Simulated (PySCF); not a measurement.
## Two runs on CHF$_{3}$S

System: CHF$_{3}$S.
Method of the first run: HF/def2-TZVP single-point energy, gas phase (PySCF 2.14.0).

The geometry comes from this level: PBE0-D3(BJ)/def2-SVP. Text and figures count atoms from 1; the logs count them from 0 in places.

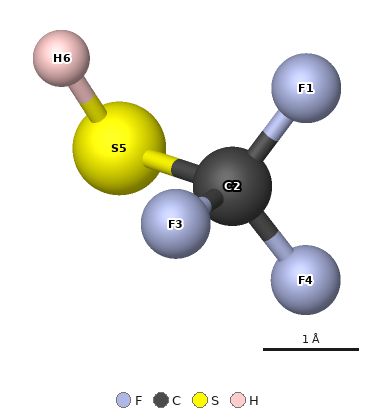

Figure 1. The structure as given in the input (ball-and-stick view, seen at a tilt; atoms are numbered from 1 in the order of the input). Bond lengths as drawn: C–F 1.33 Å, C–S 1.81 Å and H–S 1.35 Å.

### Input, the first run
```
{"job": {"xc": "HF", "basis": "def2-TZVP", "kind": "sp"}, "charge": 0, "multiplicity": 1}
F     -0.468971    -0.330606     1.325650
C     -0.434392    -0.026887     0.031675
F     -0.645469     1.281649    -0.070340
F     -1.429593    -0.660861    -0.572796
S      1.115872    -0.534715    -0.756756
H      1.865674     0.273410     0.020993
```

The first line tells a small driver script what to run in PySCF; the rest is the geometry in Å.

Command:
```bash
OMP_NUM_THREADS=1 python <driver script> task.json out
```

Hardware: 1 CPU thread, shared host.

### Output (the first run)
```
final grid: 63144 points
cycle   1  E = -734.2621673657  dE =  9.217e-01  |g| = 9.755e-01  |ddm| = 1.944e+00
cycle   2  E = -734.3867694306  dE = -1.246e-01  |g| = 6.565e-01  |ddm| = 7.990e-01
cycle   3  E = -734.4551879278  dE = -6.842e-02  |g| = 6.228e-02  |ddm| = 2.798e-01
cycle   4  E = -734.4568474419  dE = -1.660e-03  |g| = 2.138e-02  |ddm| = 7.127e-02
cycle   5  E = -734.4570425958  dE = -1.952e-04  |g| = 5.450e-03  |ddm| = 2.418e-02
cycle   6  E = -734.4570593497  dE = -1.675e-05  |g| = 1.461e-03  |ddm| = 7.346e-03
cycle   7  E = -734.4570604958  dE = -1.146e-06  |g| = 4.064e-04  |ddm| = 1.894e-03
cycle   8  E = -734.4570606050  dE = -1.092e-07  |g| = 1.139e-04  |ddm| = 6.881e-04
cycle   9  E = -734.4570606133  dE = -8.280e-09  |g| = 5.189e-05  |ddm| = 1.793e-04
cycle  10  E = -734.4570606146  dE = -1.258e-09  |g| = 1.555e-05  |ddm| = 6.723e-05
cycle  11  E = -734.4570606147  dE = -1.340e-10  |g| = 3.171e-06  |ddm| = 2.425e-05
converged SCF energy = -734.4570606147
```

For the second run the input was changed thus:
```diff
-"xc": "HF"
+"xc": "PBE0"
```

Predict how the results change.

The total energies belong to different methods, so their difference says nothing on which is more stable or more accurate. The HOMO goes from −11.33 to −8.18 eV. The LUMO goes from 3.22 to −0.38 eV. The dipole moment goes from 1.65 to 1.39 D. The method changes from HF to PBE0. The SCF takes 13 iterations against 11.

### Output (the second run)
```
coarse grid: 6592 points
cycle   1  E = -735.9815404502  dE =  8.278e-01  |g| = 8.960e-01  |ddm| = 2.031e+00
cycle   2  E = -735.8117857234  dE =  1.698e-01  |g| = 1.411e+00  |ddm| = 9.506e-01
cycle   3  E = -736.1154985541  dE = -3.037e-01  |g| = 4.184e-02  |ddm| = 5.713e-01
cycle   4  E = -736.1157835042  dE = -2.850e-04  |g| = 2.682e-02  |ddm| = 5.496e-02
cycle   5  E = -736.1159676739  dE = -1.842e-04  |g| = 3.703e-03  |ddm| = 2.221e-02
cycle   6  E = -736.1159693537  dE = -1.680e-06  |g| = 1.447e-03  |ddm| = 2.410e-03
final grid: 63144 points
cycle   7  E = -736.1268266695  dE = -5.661e-05  |g| = 6.737e-03  |ddm| = 2.662e-02
cycle   8  E = -736.1268229748  dE =  3.695e-06  |g| = 7.676e-03  |ddm| = 9.112e-03
cycle   9  E = -736.1268341726  dE = -1.120e-05  |g| = 1.092e-03  |ddm| = 5.105e-03
cycle  10  E = -736.1268343680  dE = -1.954e-07  |g| = 2.307e-04  |ddm| = 6.619e-04
cycle  11  E = -736.1268343764  dE = -8.345e-09  |g| = 7.470e-05  |ddm| = 1.769e-04
cycle  12  E = -736.1268343775  dE = -1.080e-09  |g| = 1.324e-05  |ddm| = 5.085e-05
cycle  13  E = -736.1268343775  dE = -3.922e-11  |g| = 4.718e-06  |ddm| = 1.279e-05
converged SCF energy = -736.1268343775
```

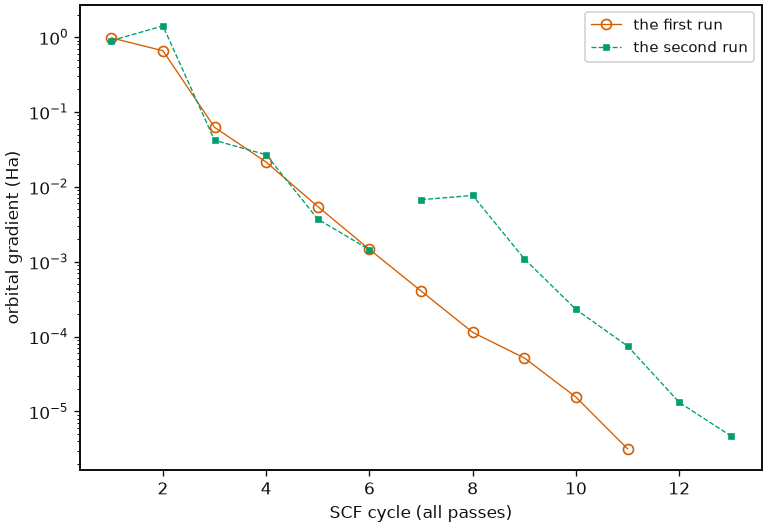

Figure 2. Convergence of the two runs: orbital gradient against the SCF cycle. A break in a curve parts two SCF passes (coarse and final grid). The first run takes 11 cycles in all, and the second run takes 13.

### The two runs side by side

```tsv
quantity	the first run	the second run
outcome	converged	converged
total energy (hartree)	−734.457061	−736.126834
HOMO (eV)	−11.33	−8.18
LUMO (eV)	3.22	−0.38
dipole moment (D)	1.65	1.39
SCF iterations	11	13
basis functions	167	167
wall time (shared host)	1.5 s	4.7 s
```
